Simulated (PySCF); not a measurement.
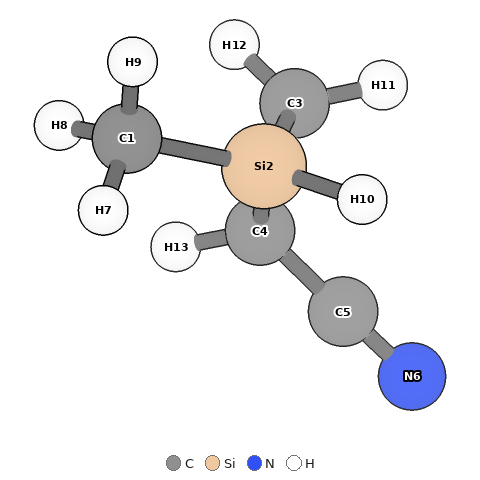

Geometry used (C₄H₇NSi, SMILES C[Si@@H]1C[C@H]1C#N).

Kohn-Sham orbital energies near the frontier, B3LYP/def2-SVPD in PySCF 2.14.0, at a PBE0-D3(BJ)/def2-SVP geometry (no frequency check), isolated molecule; empty levels in grey, levels within 0.03 eV side by side.

**Where do the frontier orbitals lie?**

HOMO at −7.15 eV, LUMO at −0.29 eV, 6.86 eV apart.

**How does −ε(HOMO) compare with the ΔSCF vertical ionisation energy at this level?**

−ε(HOMO) is 7.15 eV, the ΔSCF value 9.28 eV; the orbital energy is 2.13 eV too shallow.

**List the levels with the atoms that carry most of them (a dash for levels above zero or within 0.03 eV of another, where shares mean little).**

```
orbital  energy (eV)                       Löwdin shares
 LUMO+1        −0.08  C1 25 %, Si2 20 %, H9/H8 10 % each
   LUMO        −0.29         Si2 35 %, H10 11 %, C3 10 %
   HOMO        −7.15          C4 24 %, Si2 21 %, C3 16 %
 HOMO−1        −8.22           N6 26 %, C3 25 %, C5 18 %
 HOMO−2        −9.18            N6 41 %, C5 33 %, C4 8 %
```

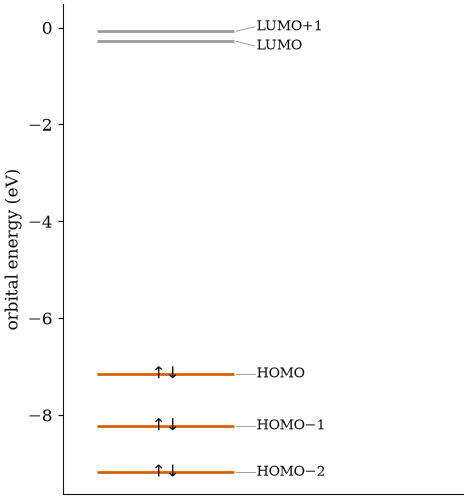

Known limits of this run: empty levels above zero depend strongly on the basis.
